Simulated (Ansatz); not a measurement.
```xyz
4
charge 0, multiplicity 1
N    -0.0009    0.0001   -0.6155
N    -0.0007    0.0005    0.6162
H     0.0006    0.9951   -0.9145
H    -0.0008   -0.9963    0.9139
```

Geometry: a fixed input geometry, not necessarily a minimum.

Work out the structure from the coordinates.

Formula N2H2. Its SMILES string is `[H]/N=N/[H]`. All atoms lie on one plane. Coordination: 2 N bent.

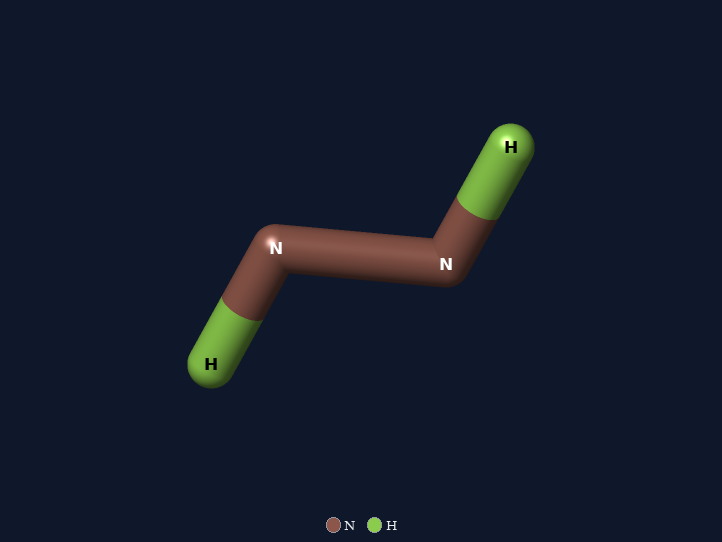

(Drawn from a calculation with Ansatz.)
